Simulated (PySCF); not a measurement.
**AlH3Cl− (SMILES [H][Al-]([H])([H])[Cl]) at r2SCAN/STO-3G**

Aim: the energy change on altering one bond length of AlH3Cl− at r2SCAN/STO-3G, from 2 runs. 

The results are computed with PySCF 2.14.0.

11 further runs of the same task are left out: 2 that didn't finish, 9 set aside as unsound or not needed.

### Step 1. The structure to begin with

The species is AlH3Cl− (5 atoms), meant as a singlet with charge -1. As SMILES, `[H][Al-]([H])([H])[Cl]`. The shape comes from GFN2-xTB, which is rough for such elements, and wasn't checked as a minimum.

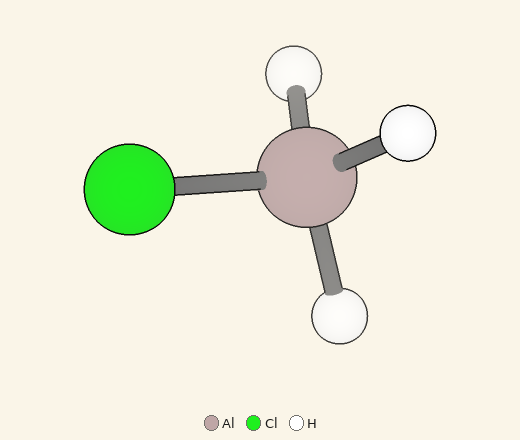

The structure, seen from a chosen angle (aluminium light grey, chlorine green, hydrogen white).

### Step 2. The energy at r2SCAN/STO-3G

File mol.xyz:

```xyz
5
AlClH3
Al    -0.002450     0.000420    -0.134210
Cl     0.013850    -0.018360     1.961810
H      1.532100     0.011680    -0.616990
H     -0.775390     1.334390    -0.590440
H     -0.768110    -1.328130    -0.620160
```

File calc.py:

```python
from pyscf import gto, dft

system = gto.M(
    atom='mol.xyz',
    max_memory=1860,
    verbose=4,
    basis='sto-3g',
    spin=0,
    charge=-1,
)

mf = dft.RKS(system, xc='r2scan')
mf.grids.level = 5
mf.conv_tol = 1e-10
mf.kernel()
if not mf.converged:
    mf = mf.newton().run(mf.mo_coeff, mf.mo_occ)

e_tot = mf.e_tot
print('E = %.10f Eh' % e_tot)
```

Launch:

```console
$ OMP_NUM_THREADS=1 python calc.py
```

What it wrote:

```text
PySCF version 2.14.0

[... 70 lines left out ...]
converged SCF energy = -696.450857850554
E = -696.4508578506 Eh
```

It took 5.4 s on 1 thread of Intel Xeon Platinum 8259CL at 2.50GHz (Skylake/Cascade Lake), shared host; peak memory 0.21 GiB.

### Step 3. The distorted shape, same level

File input.py:

```python
from pyscf import gto, dft

mol = gto.Mole()
mol.atom = [
    ('Al', (-0.005710, 0.004176, -0.553413)),
    ('Cl', (0.013850, -0.018360, 1.961810)),
    ('H', (1.528840, 0.015436, -1.036193)),
    ('H', (-0.778650, 1.338146, -1.009643)),
    ('H', (-0.771370, -1.324374, -1.039363)),
]
mol.spin = 0
mol.max_memory = 1860
mol.basis = 'sto-3g'
mol.verbose = 4
mol.charge = -1
mol.build()

calc0 = dft.RKS(mol)
calc0.xc = 'r2scan'
calc0.conv_tol = 1e-10
calc0.grids.level = 5
calc0.kernel()
if not calc0.converged:
    calc0 = calc0.newton().run(calc0.mo_coeff, calc0.mo_occ)

energy = calc0.e_tot
print(f'total energy: {energy:.8f} hartree')
```

Launch:

```console
$ OMP_NUM_THREADS=1 python input.py
```

What it wrote:

```text
PySCF version 2.14.0

[... 70 lines left out ...]
converged SCF energy = -696.434883219343
total energy: -696.43488322 hartree
```

It took 4.5 s on 1 thread of Intel Xeon Platinum 8259CL at 2.50GHz (Skylake/Cascade Lake), shared host; peak memory 0.21 GiB.

### Step 4. Outcome

Level: r2SCAN/STO-3G.

| quantity | value |
| --- | --- |
| first shape: total energy | -696.45086 Eh |
| first shape: HOMO energy | 2.49 eV |
| first shape: LUMO energy | 14.63 eV |
| first shape: HOMO–LUMO gap (to an unbound level, set by the basis) | 12.14 eV |
| distorted shape: total energy | -696.43488 Eh |
| distorted shape: HOMO energy | 2.59 eV |
| distorted shape: LUMO energy | 11.00 eV |
| distorted shape: HOMO–LUMO gap (to an unbound level, set by the basis) | 8.41 eV |
| energy change with the Al1–Cl2 bond stretched from 2.096 to 2.515 Å | 0.435 eV |

In words: With the Al1–Cl2 bond stretched from 2.096 to 2.515 Å the energy rises by 0.43 eV (10.0 kcal/mol). The first shape isn't relaxed at this level, so the change isn't measured from a minimum. The minimal basis adds a large error of its own. Mulliken charges (first shape) run from -0.63 on Cl2 to +0.67 on Al1. The HOMO (first shape) lies at positive energy, 2.49 eV, as semi-local functionals often give for anions; only total energies tell whether the electron is bound. Mulliken charges (distorted shape) run from -0.68 on Cl2 to +0.66 on Al1. The HOMO (distorted shape) lies at positive energy, 2.59 eV, as semi-local functionals often give for anions; only total energies tell whether the electron is bound.
